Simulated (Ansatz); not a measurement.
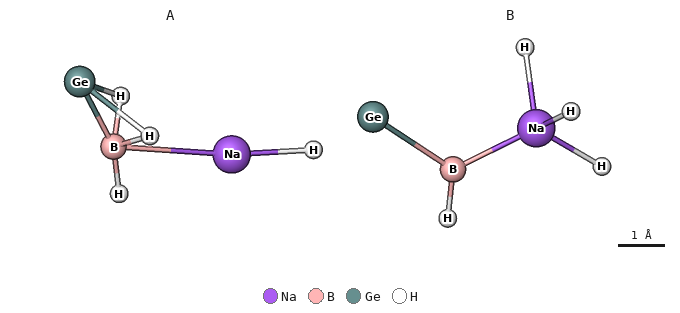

Two geometries of NaBGeH₄, drawn at one scale. One is the start of a relaxation, the other its converged end. A ball-and-stick model, seen from a free direction.

Level of theory: RKS PBE-D4/def2-SVP in Ansatz. Set-up: force threshold 0.03 eV/Å; at most 250 steps.

Q: Which geometry has the lower energy?

A: Structure A is the relaxed one. It is one of the separated reactants of a reaction. The energy falls by 9.687 eV in 22 accepted moves (24 points after the start). Largest force component: 4.8 eV/Å at the start, 0.016 eV/Å at the end. The line search rejected the trial steps at points 18, 22 of the run. The forces were under the threshold at step 21, but the run went on from there. The largest moves after the best rigid fit, 1.90 Å, are those of H atoms. Largest moves by element: H 1.90 Å, Ge 1.29 Å, Na 1.15 Å, B 0.57 Å. Near-neighbour distances that change, for instance: Ge–H 4.381 → 1.960 Å, B–H 3.286 → 1.298 Å, H–Na 1.970 → 2.809 Å, B–Na 2.063 → 2.844 Å. Bonds break, among them: H–Na (1.97 → 2.81 Å). Among the angles between lasting bonds that change: B–Na–H 121.8° → 172.7°, Na–B–H 115.5° → 69.9°, Ge–B–H 125.3° → 162.1°.
